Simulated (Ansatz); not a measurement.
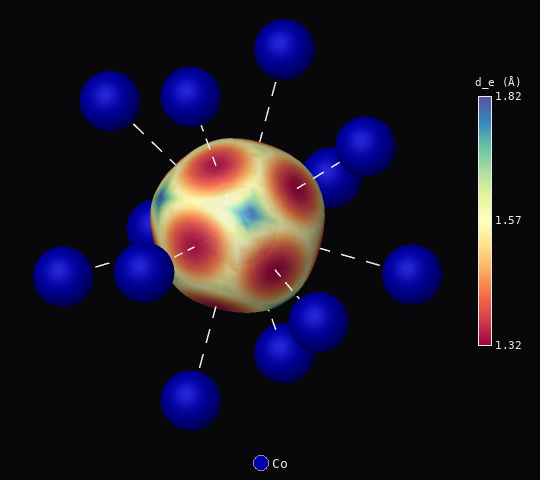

Hirshfeld surface computed for one Co atom in Co in space group P6_3/mmc, coloured by d_e. Dashed lines lead to the closest neighbours outside.

The surface is where the fragment's share of the procrystal density (the sum of the densities of spherically averaged neutral Hartree-Fock atoms) equals one half. d_i and d_e are the distances from the surface to the nearest nucleus inside and outside.

Source of the atomic positions: the geometry relaxed with Ansatz, DFT, PBE, PAW with Ansatz's default frozen-core files, scalar-relativistic; the starting structure was generated, so it need not be a known form of this composition.

```cif
data_structure
_symmetry_space_group_name_H-M 'P6_3/mmc'
_symmetry_Int_Tables_number 194
_cell_length_a 2.4954
_cell_length_b 2.4954
_cell_length_c 4.0318
_cell_angle_alpha 90.000
_cell_angle_beta 90.000
_cell_angle_gamma 120.000
_cell_volume 21.74
loop_
_atom_site_label
_atom_site_type_symbol
_atom_site_symmetry_multiplicity
_atom_site_Wyckoff_symbol
_atom_site_fract_x
_atom_site_fract_y
_atom_site_fract_z
_atom_site_occupancy
Co1 Co 2 c 0.33333 0.66667 0.25000 1
```

**What is the shortest distance from the fragment to an atom outside it?**

Co–Co, 2.48 Å.

**How is the surface shared among contacts (nearest atom inside ··· nearest atom outside)?**

Co···Co 100 %. The surface faces 12 neighbours with more than 2 % of its area each: 12 Co.

**Give the size and shape of the surface.**

It encloses about 7.1 Å³, has an area of about 18 Å² and a globularity of 1.00 (1 for a sphere).
